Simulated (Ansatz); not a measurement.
**C₃H₅FOS: density, localisation and related maps**

Input

```
crystal:
  periodic: [false, false, false]
  atoms:
    - { symbol: O, position_ang: [2.0877, 0.9918, 0.947] }
    - { symbol: S, position_ang: [1.51, -0.04, 0.0215] }
    - { symbol: C, position_ang: [0.0799, 0.8081, -0.8015] }
    - { symbol: C, position_ang: [-0.8227, -0.374, -0.3981] }
    - { symbol: C, position_ang: [-0.0137, -0.6953, 0.8788] }
    - { symbol: F, position_ang: [0.141, -2.0064, 1.1611] }
    - { symbol: H, position_ang: [-0.1837, 1.7643, -0.3382] }
    - { symbol: H, position_ang: [0.1878, 0.9498, -1.8798] }
    - { symbol: H, position_ang: [-0.8239, -1.1943, -1.1286] }
    - { symbol: H, position_ang: [-1.868, -0.103, -0.217] }
    - { symbol: H, position_ang: [-0.2944, -0.101, 1.7547] }
basis:
  gaussian:
    orbitals: def2-SVP
hamiltonian:
  xc: lc_wpbe
output:
  orbitals: {}
```

Command:

```sh
python energy.py --xc LC-wPBE
```

Method: Ansatz 0.2.0, SCF lc_wpbe, Gaussian basis.

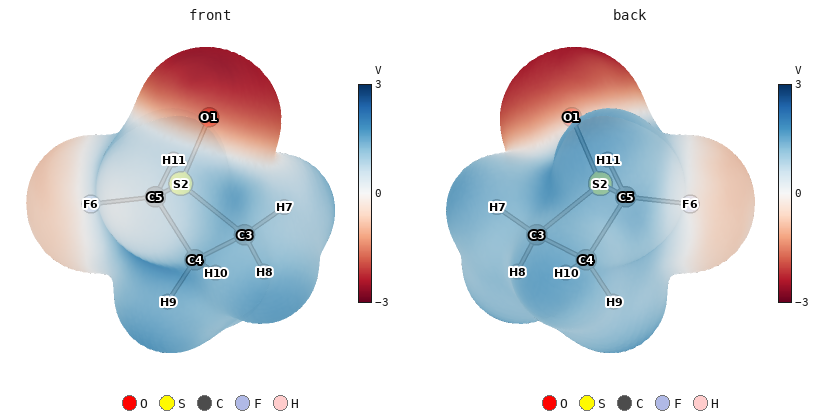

Figure 1. The molecular electrostatic potential painted on the density surface at 0.004 e/bohr³, seen from the front and from behind; the colour scale runs from red (negative) to blue (positive).

**Where is the surface potential most negative and most positive?**

The most negative region (about −2.6 V, or −60 kcal/mol for a unit charge) lies over O1, the most positive (about +1.8 V, or +42 kcal/mol for a unit charge) over the C, H and S atoms. O1 is the likeliest acceptor of a hydrogen bond.

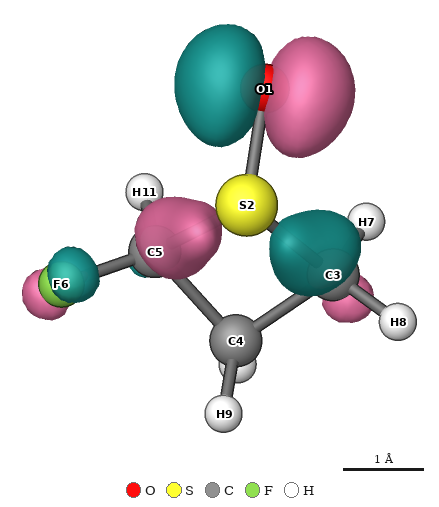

Figure 2. The HOMO−1 at ±0.2 Å⁻³ᐟ² (teal and pink are the two phases), seen at a tilt.

**Describe this orbital and give its energy.**

By Hirshfeld shares it lies mainly on O1 (about 60 %), S2 (about 15 %), C3 (about 10 %) and C5 (about 5 %). Its energy is −10.00 eV.

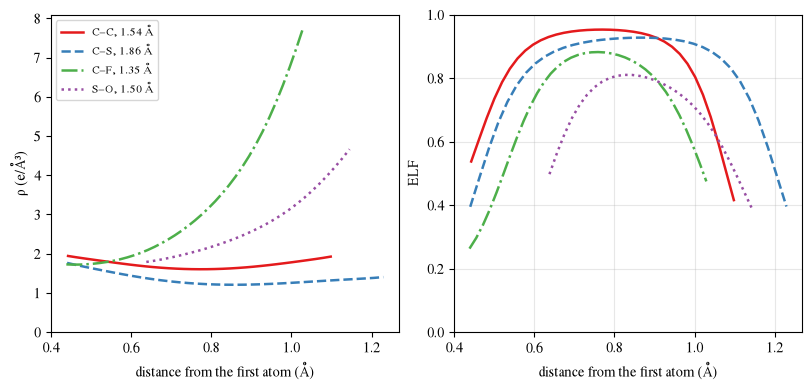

Figure 3. Electron density and ELF along straight lines between neighbouring atoms. The curves leave out the atomic cores.

**What can be read from the curves?**

C–C (1.54 Å): the density is about 1.6 e/Å³ at the midpoint; the ELF peaks at about 0.95 between the atoms: localised, covalent bonding.
C–S (1.86 Å): the density is about 1.2 e/Å³ at the midpoint; the ELF peaks at about 0.95 between the atoms, as expected for localised, covalent bonding.
C–F (1.35 Å): the density is about 2.3 e/Å³ at the midpoint, with its minimum of 1.7 e/Å³ about 0.5 Å from C; the ELF peaks at about 0.90 between the atoms (a polar covalent bond).
S–O (1.50 Å): ρ at the midpoint is about 2 e/Å³; the ELF peaks at about 0.80 between the atoms: a polar covalent bond.
